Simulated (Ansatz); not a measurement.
## Pressure series in SrZrO3

The reference is SrZrO$_{3}$ (space group P4mm, No. 99; a = 4.1112 Å, c = 4.1920 Å; a cell from a computed database, its experimental status unchecked).

Cell and atoms are relaxed at each pressure.

Calculations: PBEsol, PAW, 420 eV (Ansatz, a quantum-chemistry and plane-wave program; no spin-orbit coupling).

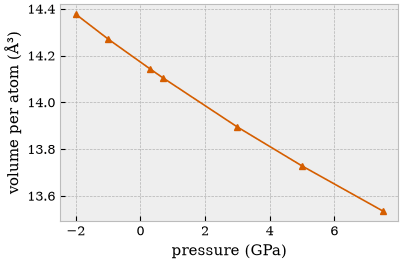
*Volume against pressure*

Question: Estimate the zero-pressure bulk modulus from the plot.

Answer: About 140 GPa; a third-order Birch–Murnaghan fit to the points gives V₀ = 14.17 Å³/atom, B₀ = 145 GPa and B₀′ = 5.3.

Load acts through the strain it causes; cell and atoms are relaxed under it. Stability against distortions was not tested. Competing high-pressure phases were not computed.
